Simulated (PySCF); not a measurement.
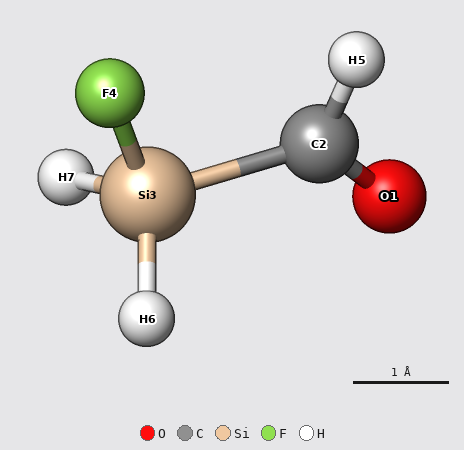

Figure 1. The starting structure (ball-and-stick view, seen at an oblique angle; atoms are numbered from 1 in the order of the input).

CH3FOSi: geometry relaxation

The run: geometry relaxation of CH3FOSi, SMILES O=C[SiH2]F. Method and program: PBE0-D3(BJ)/def2-SVP geometry optimisation, gas phase (PySCF 2.14.0).

It belongs to a series of runs on one base structure; here: H on Si replaced by F.

### Input file
```
{"job": {"xc": "PBE0", "basis": "def2-SVP", "d3": "d3bj", "grid": 1, "shake": 0.01, "kind": "geom"}, "charge": 0, "multiplicity": 1}
O      1.949650    -0.843140    -0.209700
C      1.114400     0.068370    -0.172500
Si    -0.780750    -0.167670     0.110660
F     -1.297380     1.342640     0.068620
H      1.462950     1.116650    -0.316400
H     -1.039940    -0.665870     1.449000
H     -1.374990    -0.880080    -0.979610
```

The first line tells a small driver script what to run in PySCF; the rest is the geometry in Å.

Hardware: 1 CPU thread, shared host.

Run as:
```bash
OMP_NUM_THREADS=1 python <driver script> task.json out
```

### The program's output
```
step   0  E = -503.88373205  max force = 0.040717
step   1  E = -503.88925222  max force = 0.009053
step   2  E = -503.88928986  max force = 0.005987
step   3  E = -503.88952153  max force = 0.001562
step   4  E = -503.88957679  max force = 0.000596
step   5  E = -503.88958769  max force = 0.000607
step   6  E = -503.88959718  max force = 0.000307
optimisation converged
```

### Trajectory as extended XYZ (Å, eV, eV/Å), 7 frames, from step=0 to step=6
```
7
Properties=species:S:1:pos:R:3:forces:R:3 step=0 energy=-13711.37474
O     1.9497   -0.8431   -0.2097   -1.7793   1.6209   0.1276
C     1.1144    0.0684   -0.1725    1.6210  -2.0938  -0.0823
Si   -0.7808   -0.1677    0.1107    1.3496   0.2604   0.2430
F    -1.2974    1.3426    0.0686   -0.5694   1.1227  -0.0725
H     1.4629    1.1166   -0.3164    0.0167   0.3394  -0.0204
H    -1.0399   -0.6659    1.4490   -0.1517  -0.4993   0.5561
H    -1.3750   -0.8801   -0.9796   -0.4870  -0.7503  -0.7515
7
Properties=species:S:1:pos:R:3:forces:R:3 step=1 energy=-13711.52495
O     1.7625   -0.9923   -0.1704    0.1083   0.1999  -0.0248
C     1.1415    0.0442   -0.1714   -0.3072  -0.2619   0.0472
Si   -0.7627   -0.0721    0.1071    0.2349   0.4655  -0.0401
F    -1.3577    1.4447    0.0634   -0.0570  -0.0845  -0.0004
H     1.6397    1.0411   -0.3316    0.1074  -0.0783   0.0008
H    -1.0230   -0.6421    1.4486   -0.0307  -0.1164   0.0675
H    -1.3661   -0.8528   -0.9956   -0.0557  -0.1244  -0.0501
7
Properties=species:S:1:pos:R:3:forces:R:3 step=2 energy=-13711.52598
O     1.8117   -0.9749   -0.1762   -0.2417  -0.1020   0.0401
C     1.1341    0.0238   -0.1691    0.3078   0.1408  -0.0456
Si   -0.7665   -0.0579    0.1062    0.0039  -0.0058   0.0061
F    -1.3681    1.4550    0.0600    0.0656  -0.1015  -0.0066
H     1.6300    1.0216   -0.3260   -0.0800   0.1022   0.0012
H    -1.0320   -0.6434    1.4466   -0.0260  -0.0148  -0.0009
H    -1.3751   -0.8536   -0.9914   -0.0297  -0.0188   0.0057
7
Properties=species:S:1:pos:R:3:forces:R:3 step=3 energy=-13711.53228
O     1.7874   -0.9815   -0.1719   -0.0680  -0.0516   0.0123
C     1.1369    0.0347   -0.1702    0.0803   0.0700  -0.0086
Si   -0.7627   -0.0585    0.1057    0.0148   0.0397  -0.0027
F    -1.3706    1.4506    0.0602    0.0104  -0.0480  -0.0024
H     1.6398    1.0296   -0.3279   -0.0170   0.0233  -0.0006
H    -1.0268   -0.6469    1.4456   -0.0103  -0.0156  -0.0094
H    -1.3699   -0.8572   -0.9913   -0.0102  -0.0179   0.0115
7
Properties=species:S:1:pos:R:3:forces:R:3 step=4 energy=-13711.53379
O     1.7695   -0.9846   -0.1675    0.0174  -0.0126   0.0009
C     1.1392    0.0443   -0.1696   -0.0306   0.0221   0.0013
Si   -0.7597   -0.0555    0.1044    0.0072   0.0218  -0.0040
F    -1.3820    1.4466    0.0589   -0.0164  -0.0085   0.0000
H     1.6514    1.0344   -0.3284    0.0132  -0.0159   0.0015
H    -1.0218   -0.6514    1.4417    0.0027  -0.0025  -0.0057
H    -1.3625   -0.8632   -0.9893    0.0066  -0.0044   0.0061
7
Properties=species:S:1:pos:R:3:forces:R:3 step=5 energy=-13711.53408
O     1.7643   -0.9839   -0.1645    0.0197  -0.0014  -0.0006
C     1.1396    0.0487   -0.1688   -0.0312   0.0070   0.0044
Si   -0.7592   -0.0535    0.1032    0.0024   0.0027  -0.0032
F    -1.3922    1.4437    0.0573   -0.0166   0.0016   0.0000
H     1.6572    1.0357   -0.3274    0.0123  -0.0142   0.0005
H    -1.0189   -0.6530    1.4393    0.0052   0.0038  -0.0009
H    -1.3567   -0.8670   -0.9890    0.0080   0.0004  -0.0001
7
Properties=species:S:1:pos:R:3:forces:R:3 step=6 energy=-13711.53434
O     1.7591   -0.9806   -0.1583    0.0076   0.0069   0.0013
C     1.1397    0.0555   -0.1664   -0.0099  -0.0068   0.0017
Si   -0.7591   -0.0516    0.1009   -0.0016  -0.0158   0.0001
F    -1.4110    1.4374    0.0531   -0.0087   0.0069  -0.0014
H     1.6646    1.0381   -0.3248    0.0032  -0.0020   0.0004
H    -1.0140   -0.6542    1.4363    0.0039   0.0076   0.0041
H    -1.3452   -0.8739   -0.9906    0.0055   0.0031  -0.0063
```

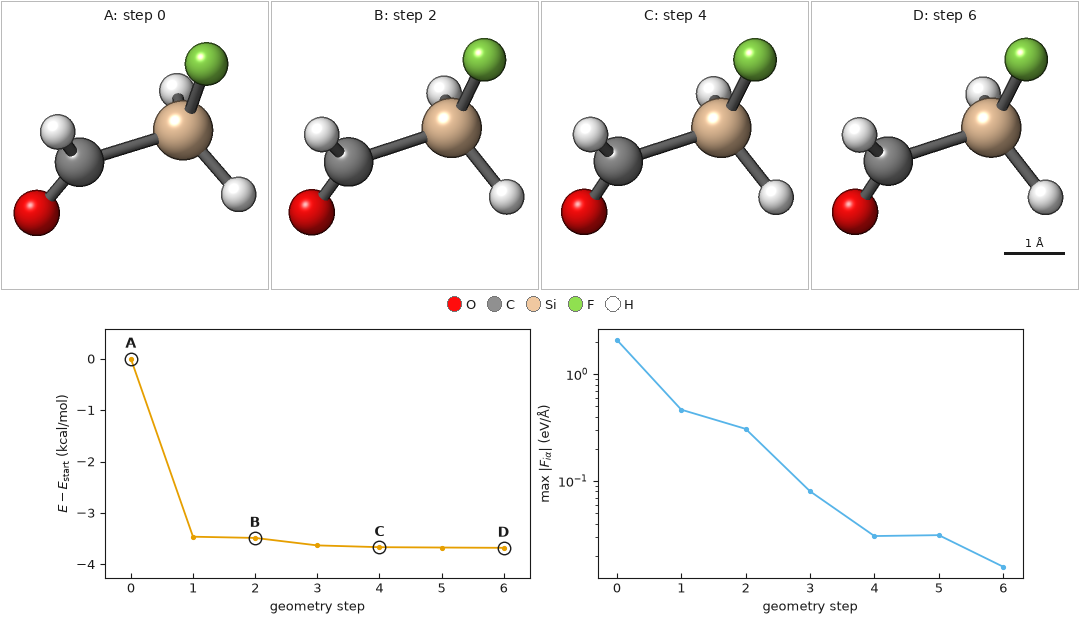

Figure 2. Frames of the relaxation (ball-and-stick view, seen at a tilt) above the curves, on which the letters mark them (steps are counted from 0).

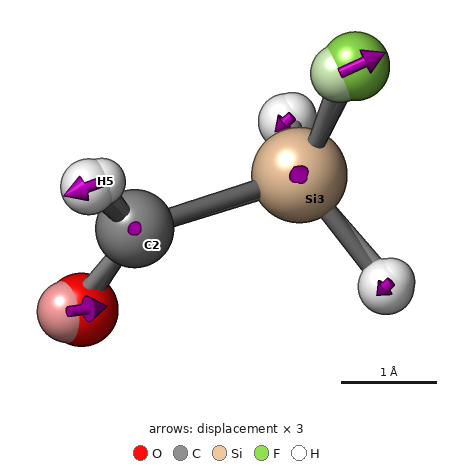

Figure 3. Start (faint) and end (solid) with the displacements as pink arrows, magnified 3 times (ball-and-stick view, seen at a tilt). The two geometries are laid on each other by the best rigid fit. Over 6 geometry steps the energy falls by 3.68 kcal/mol. The largest force component goes from 2.1 to 0.016 eV/Å. The largest move after the best rigid fit is that of F4, 0.18 Å. Largest moves by element: F 0.18 Å, O 0.16 Å, H 0.15 Å, Si 0.08 Å, C 0.05 Å. Among the contacts that change: Si3–H7 1.432 → 1.487 Å, Si3–H6 1.451 → 1.487 Å, O1–C2 1.237 → 1.207 Å, Si3–F4 1.597 → 1.626 Å. Among the angles that change: C2–Si3–F4 101.4° → 110.0°, O1–C2–Si3 125.3° → 117.3°, Si3–C2–H5 116.2° → 122.0°. (Atoms are counted from 1 in the order of the input.)

### Key numbers

- outcome: converged
- total energy: −503.889597 hartree
- dipole moment: 0.73 D
- point group: Cs
- wall time: 17 s
- peak memory: 0.32 GiB
